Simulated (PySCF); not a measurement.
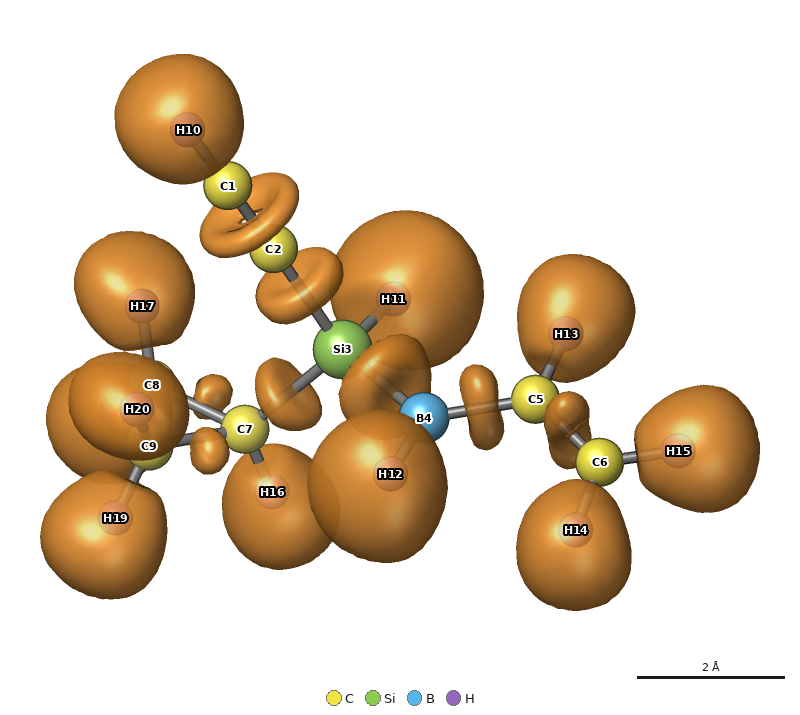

Figure 1: C$_{7}$H$_{11}$BSi. Isosurface of the electron localisation function at 0.85 (orange), seen at a tilt. Core shells and regions of very low density are left out.

Geometry: GFN2-xTB.

All numbers below come from PBE0/pcSseg-1, SCF density, gas phase, non-relativistic in PySCF.

```xyz
20

C    -0.2320    2.8425   -1.3866
C    -0.0973    1.6769   -1.1232
Si    0.1000   -0.1182   -0.6575
B     1.4673   -0.2737    0.7446
C     2.8835   -0.7807    0.4012
C     3.7157   -1.3211    1.2951
C    -1.6321   -0.6794   -0.1217
C    -2.8569   -0.0998   -0.7679
C    -2.5198    0.2623    0.6406
H    -0.3549    3.8599   -1.6290
H     0.3567   -0.7910   -1.9567
H     1.2507    0.0092    1.8634
H     3.2238   -0.7611   -0.6309
H     3.4467   -1.3956    2.3376
H     4.6776   -1.7350    1.0297
H    -1.7179   -1.7221    0.1676
H    -2.7188    0.6536   -1.5285
H    -3.7043   -0.7466   -0.9457
H    -3.1362   -0.1316    1.4363
H    -2.1568    1.2621    0.8285
```

Question: Where are the electrons localised?

Answer: The ELF exceeds this value in one region between bonded B–C atoms (shared pairs), one region between bonded B–Si atoms (shared pairs), five regions between bonded C–C atoms (shared pairs), two regions between bonded C–Si atoms (shared pairs) and eleven regions around hydrogen nuclei.

Values along the shortest contacts:
C–C (1.20 Å): the ELF peaks at about 0.85 between the atoms; a multiple bond. C–B (1.54 Å): the ELF peaks at about 1 between the atoms (a shared electron pair).
